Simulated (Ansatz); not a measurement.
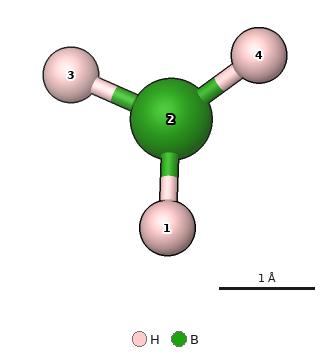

**Figure 1.** The structure as given in the input (ball-and-stick view, seen at a tilt; atoms are numbered from 1 in the order of the input). Bond lengths as drawn: B–H 1.19 to 1.25 Å.

# Run report: BH3, geometry relaxation

- system: BH3
- method: RKS PBE0-D4/def2-TZVP (Ansatz 0.2.0)

Figures and captions count atoms from 1; the log counts them from 0 in places.

**What the program printed**
```
Functional definition: PBE0
  name "PBE0"
  cite "Adamo & Barone, J. Chem. Phys. 110, 6158 (1999) doi:10.1063/1.478522"
  cite "Perdew, Burke & Ernzerhof, Phys. Rev. Lett. 77, 3865 (1996) doi:10.1103/PhysRevLett.77.3865"
  parent pbe
  parameter a = 0.25
  parameter kappa = 0.804
  parameter beta = 0.06672455060314922
  exchange = (1 - a)*pbe_x(kappa = kappa, mu = beta*pi^2/3) + a*exact_x
  correlation = pbe_c(beta = beta)
301 factors; their error is unknown
mean field evaluation 1: about -722.0024 eV, gradient 1.4e1 eV
mean field evaluation 2: about -722.4576 eV, gradient 7.8e0 eV
mean field evaluation 4: about -722.6608 eV, gradient 1.1e-1 eV
mean field evaluation 8: about -722.6551 eV, gradient 1.5e-2 eV
mean field -722.65511939 eV, -26.5570858045 hartree, gradient 1.8e-5 eV, S^2 0.000000; 0 other end points of the search recorded, 0 dependent functions left out
the calculation of the forces begins
reference -722.65514494 eV, -26.5570867434 hartree; 4, 4 occupied and 45, 45 virtual orbitals, 301 factors
relax step   1: F+E_penalty+E_count = -722.66868630 eV  Δ(F+E_penalty+E_count) = +0.000e0 eV  max|allowed force component| = 2.503e0 eV/Å  Δτ_max = 0.0000 Å  (19 SCF iters, accepted)
these checks for a lower state are left out or cut short: starts, cluster_reference, orbital_swaps, neighbouring_geometries, increment
301 factors; their error is unknown
mean field evaluation 16: about -722.8303 eV, gradient 1.4e-1 eV
mean field -722.83039970 eV, -26.5635272368 hartree, gradient 9.0e-6 eV, S^2 0.000000; 0 other end points of the search recorded, 0 dependent functions left out
the calculation of the forces begins
reference -722.83042517 eV, -26.5635281729 hartree; 4, 4 occupied and 45, 45 virtual orbitals, 301 factors
relax step   2: F+E_penalty+E_count = -722.84395411 eV  Δ(F+E_penalty+E_count) = -1.753e-1 eV  max|allowed force component| = 8.273e-1 eV/Å  Δτ_max = 0.1949 Å  (22 SCF iters, accepted)
these checks for a lower state are left out or cut short: starts, cluster_reference, orbital_swaps, neighbouring_geometries, increment
301 factors; their error is unknown
mean field -722.89218772 eV, -26.5657979049 hartree, gradient 7.9e-6 eV, S^2 0.000000; 0 other end points of the search recorded, 0 dependent functions left out
the calculation of the forces begins
reference -722.89221300 eV, -26.5657988340 hartree; 4, 4 occupied and 45, 45 virtual orbitals, 301 factors
relax step   3: F+E_penalty+E_count = -722.90570924 eV  Δ(F+E_penalty+E_count) = -6.176e-2 eV  max|allowed force component| = 4.320e-2 eV/Å  Δτ_max = 0.0542 Å  (23 SCF iters, accepted)
these checks for a lower state are left out or cut short: starts, cluster_reference, orbital_swaps, neighbouring_geometries, increment
301 factors; their error is unknown
mean field evaluation 32: about -722.8923 eV, gradient 2.3e-5 eV
mean field -722.89234461 eV, -26.5658036705 hartree, gradient 2.3e-5 eV, S^2 0.000000; 0 other end points of the search recorded, 0 dependent functions left out
the calculation of the forces begins
reference -722.89236991 eV, -26.5658046000 hartree; 4, 4 occupied and 45, 45 virtual orbitals, 301 factors
relax step   4: F+E_penalty+E_count = -722.90586717 eV  Δ(F+E_penalty+E_count) = -1.579e-4 eV  max|allowed force component| = 4.317e-3 eV/Å  Δτ_max = 0.0021 Å  (17 SCF iters, accepted)
```

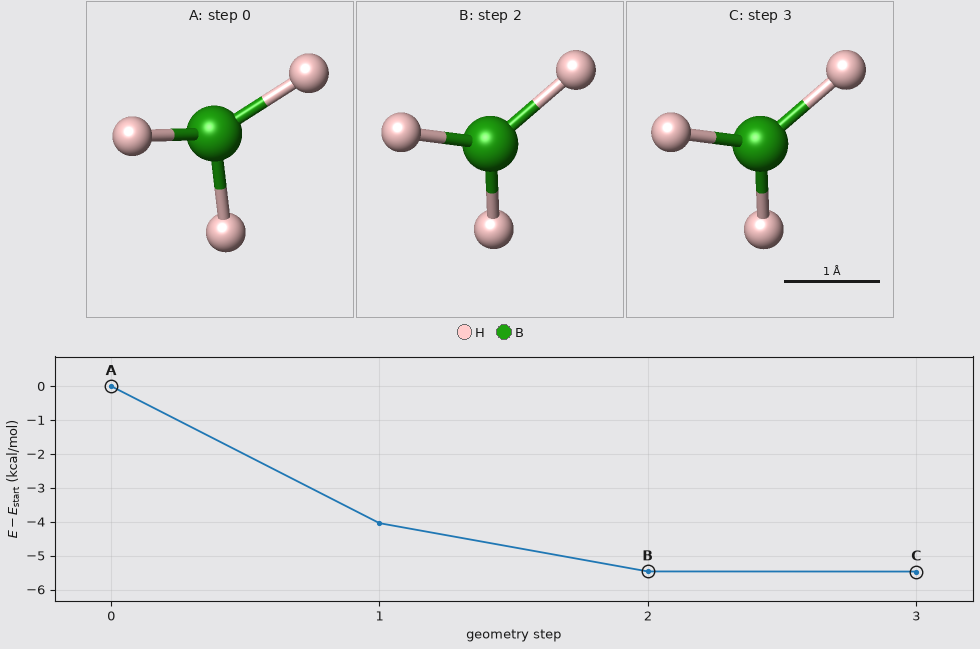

**Figure 2.** Frames of the relaxation (ball-and-stick view, seen at a tilt) above the curves, on which the letters mark them (the first geometry is step 0 here and step 1 in the log).

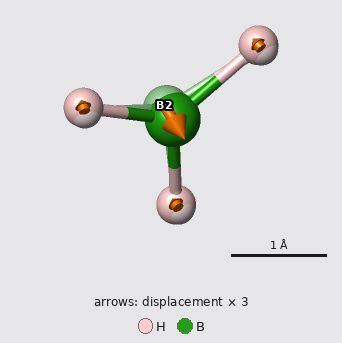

**Figure 3.** Start (faint) and end (solid) with the displacements as orange arrows, magnified 3 times (ball-and-stick view, seen at a tilt). The two geometries are laid on each other by the best rigid fit. After 3 geometry steps the energy has fallen by 5.47 kcal/mol. Largest force component: 2.5 eV/Å at the start, 0.0043 eV/Å at the end. B2 moves most after the best rigid fit: 0.14 Å. By element the largest moves are B 0.14 Å, H 0.05 Å. Among the contacts that change: H1–B2 1.252 → 1.193 Å. Among the angles that change: H1–B2–H3 115.4° → 120.0°, H3–B2–H4 122.4° → 120.0°. (Atoms are counted from 1 in the order of the input.)

```
301 factors; their error is unknown
mean field -722.89234461 eV, -26.5658036705 hartree, gradient 2.2e-5 eV, S^2 0.000000; 1 other end points of the search recorded, 0 dependent functions left out
the calculation of the forces begins
reference -722.89236991 eV, -26.5658046000 hartree; 4, 4 occupied and 45, 45 virtual orbitals, 301 factors
Total energy: -722.90589246 eV, -26.5663015447 hartree
Atom 0 at     0.263304    -0.284856     1.261896 Å, force    -0.002966     0.001018     0.004239 eV/Å
Atom 1 at     0.936186    -0.516955     0.304174 Å, force    -0.000288     0.000106     0.000349 eV/Å
Atom 2 at     1.741733     0.281464    -0.066633 Å, force     0.003555     0.003193    -0.001853 eV/Å
Atom 3 at     0.803439    -1.547441    -0.282642 Å, force    -0.000301    -0.004317    -0.002736 eV/Å
Dipole moment:     0.000007    -0.000003    -0.000008 e Å
```

**Trajectory as extended XYZ (Å, eV, eV/Å), 4 frames, from step=1 to step=4**
```
4
Properties=species:S:1:pos:R:3:forces:R:3 step=1 energy=-722.66869
H     0.2892   -0.3022    1.2930    0.0043   0.1530  -1.2912
B     0.8620   -0.4654    0.1919    0.6360  -0.6247   2.5034
H     1.7704    0.2729   -0.0252   -0.2946   0.2872  -0.5992
H     0.8230   -1.5731   -0.2429   -0.3457   0.1845  -0.6131
4
Properties=species:S:1:pos:R:3:forces:R:3 step=2 energy=-722.84395
H     0.2347   -0.2719    1.2747    0.6892  -0.2932  -0.5025
B     0.9788   -0.5416    0.3281   -0.8273   0.4489  -0.2163
H     1.7471    0.3113   -0.0822   -0.1685  -0.5403   0.3052
H     0.7840   -1.5656   -0.3038    0.3067   0.3846   0.4136
4
Properties=species:S:1:pos:R:3:forces:R:3 step=3 energy=-722.90571
H     0.2644   -0.2852    1.2601   -0.0280   0.0092   0.0432
B     0.9366   -0.5172    0.3043   -0.0056   0.0031  -0.0021
H     1.7404    0.2806   -0.0659    0.0356   0.0305  -0.0163
H     0.8033   -1.5460   -0.2817   -0.0020  -0.0428  -0.0248
4
Properties=species:S:1:pos:R:3:forces:R:3 step=4 energy=-722.90587
H     0.2633   -0.2849    1.2619   -0.0030   0.0010   0.0042
B     0.9362   -0.5170    0.3042   -0.0003   0.0001   0.0003
H     1.7417    0.2815   -0.0666    0.0036   0.0032  -0.0019
H     0.8034   -1.5474   -0.2826   -0.0003  -0.0043  -0.0027
```

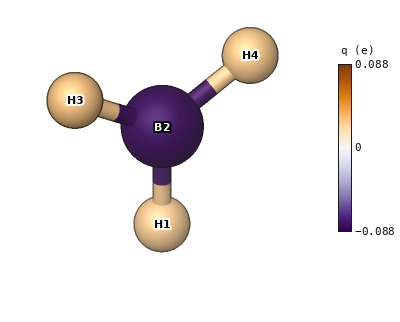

**Figure 4.** Mulliken charges, as the colour of each atom (ball-and-stick view, seen at a tilt; atoms are numbered from 1 in the order of the input; Mulliken charges depend strongly on the basis). By element: H +0.03 and B −0.08 e.

This output came from the following input.

**Input**
```yaml
crystal:
  periodic: [false, false, false]
  atoms:
    - {symbol: H, position_ang: [0.289238, -0.302157, 1.292972]}
    - {symbol: B, position_ang: [0.861953, -0.465423, 0.191868]}
    - {symbol: H, position_ang: [1.770433, 0.272936, -0.025154]}
    - {symbol: H, position_ang: [0.823038, -1.573144, -0.242890]}
basis:
  gaussian: {orbitals: def2-TZVP}
hamiltonian: {xc: pbe0, dispersion: d4}
relax: {f_tol: 0.005, max_steps: 200}
```

Launched with:
```bash
ansatz run in.yaml --threads 8 --pin off --events-out ev --progress --plain --max-ram 19148MiB
```

**Results in brief**

| quantity | value |
| --- | --- |
| outcome | converged |
| total energy | −722.9059 eV |
| mean-field energy | −722.8924 eV |
| dispersion energy | −0.0135 eV |
| SCF solution under orbital rotations | stable |
| largest force (length of the vector) at the end | 0.005 eV/Å |
| dipole moment | 0.00 D |
| hardware | 8 threads of Arm Neoverse V1, 23 GiB of memory available, shared host |
| wall time | 0.66 s (CPU time 2.6 s) |
| peak memory | 0.45 GiB |
